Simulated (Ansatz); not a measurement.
Start from BaTiO3 in the cubic perovskite structure (space group Pm-3m, No. 221; a = 3.994 Å).

Modification: Zr replaces 50.0 % of the Ti, ordered in a cell of 10 atoms (starting symmetry Fm-3m) and fully relaxed.

The values are results of r2SCAN, PAW, 500 eV (Ansatz, a quantum-chemistry and plane-wave program; no spin-orbit coupling), earlier PAW set, not measurements.

The zone is the changed cell's own and can be folded.

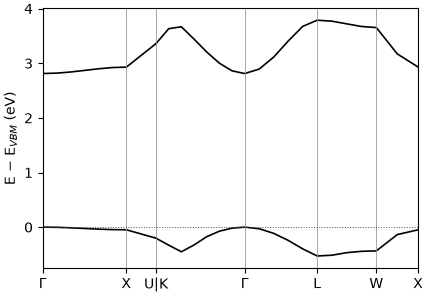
Highest valence and lowest conduction band along the path of the changed cell's own zone

Problem. From the figure, how large is the changed gap, and is it direct?

Solution. About 2.8 eV, direct at Γ.

These are small ordered cells, not random alloys; other orderings at the same x differ. No phonon test of stability was made. All final runs are without spin polarisation. Many cubic perovskites are stable only at high temperature; tilts and polar distortions were not tested. This is not the structure that BaTiO3 has at room temperature and ambient pressure. Labels are those of the standard path for the cell's own space group.
